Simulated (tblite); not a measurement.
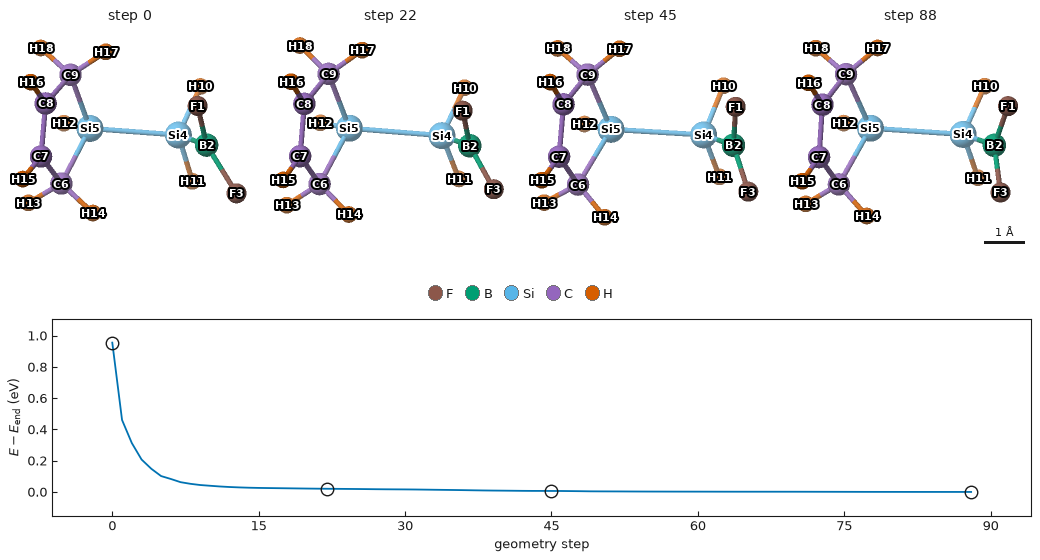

Frames of a relaxation of C₄H₉BF₂Si₂, marked on the history of the run. Style: ball-and-stick. Shown at a tilt.

The calculation used GFN2-xTB geometry optimisation, gas phase (tblite). 

### What happens along the run?

F1 moves most after the best rigid fit: 0.79 Å. Largest moves by element: F 0.79 Å, H 0.23 Å, B 0.19 Å, Si 0.12 Å, C 0.11 Å. Near-neighbour distances that change, for instance: B2–F3 1.463 → 1.323 Å, F1–B2 1.438 → 1.323 Å, Si4–Si5 2.231 → 2.333 Å, Si5–C9 1.844 → 1.919 Å. Bond angles that change, for instance: F1–B2–F3 119.2° → 111.9°, H10–Si4–H11 110.4° → 104.3°, H17–C9–H18 110.7° → 106.1°. Groups turn about B2–Si4 by about 30°. After 88 geometry steps the energy has fallen by 0.955 eV. From step 0 to 22: H11 moves most (0.20 Å), energy −0.935 eV. From step 22 to 45: F1 moves most (0.35 Å), energy −0.014 eV. From step 45 to 88: F1 moves most (0.32 Å), energy −0.006 eV.

| step | E − E(0), eV |
| --- | --- |
| 0 | 0.0000 |
| 1 | -0.4948 |
| 2 | -0.6423 |
| 3 | -0.7479 |
| 4 | -0.8072 |
| 5 | -0.8537 |
| 6 | -0.8724 |
| 7 | -0.8929 |
| 8 | -0.9033 |
| 9 | -0.9110 |
| 10 | -0.9157 |
| 14 | -0.9283 |
| 18 | -0.9321 |
| 22 | -0.9350 |
| 26 | -0.9372 |
| 31 | -0.9397 |
| 35 | -0.9429 |
| 39 | -0.9465 |
| 43 | -0.9487 |
| 47 | -0.9499 |
| 51 | -0.9519 |
| 55 | -0.9529 |
| 59 | -0.9533 |
| 63 | -0.9537 |
| 67 | -0.9539 |
| 72 | -0.9542 |
| 76 | -0.9547 |
| 80 | -0.9550 |
| 84 | -0.9552 |
| 88 | -0.9554 |
